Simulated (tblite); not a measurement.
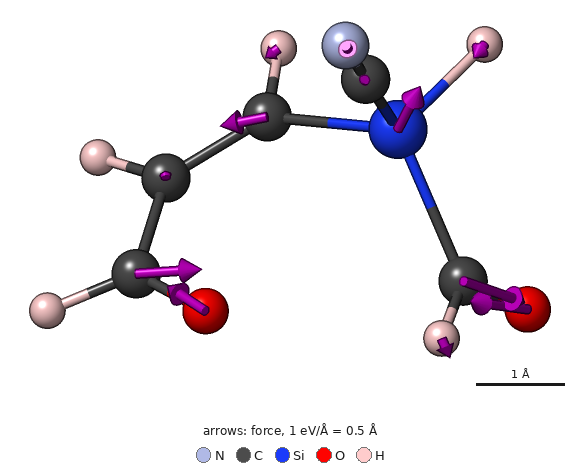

Starting geometry of C5H5NO2Si with the computed forces as purple arrows. A ball-and-stick model, seen at a tilt.

Computed with GFN2-xTB geometry optimisation, gas phase (tblite). 

What follows when this structure is relaxed?

It isn't relaxed: the largest force vector, on a C atom, is 2.36 eV/Å. The final displacements have little in common with the starting forces (cosine between the two patterns 0.21). The energy falls by 0.398 eV in 111 geometry steps. An O atom moves most after the best rigid fit: 1.04 Å. Largest moves by element: O 1.04 Å, H 0.62 Å, C 0.31 Å, N 0.25 Å, Si 0.14 Å. Some distances before and after: O–Si 3.099 → 2.443 Å, C–Si 1.882 → 1.929 Å, C–Si 1.850 → 1.890 Å, C–Si 1.904 → 1.866 Å. Among the angles between lasting bonds that change: Si–C–C 129.8° → 120.8°, C–C–C 126.0° → 117.0°, Si–C–H 111.3° → 119.3°. Groups turn about C–Si by about 55°.
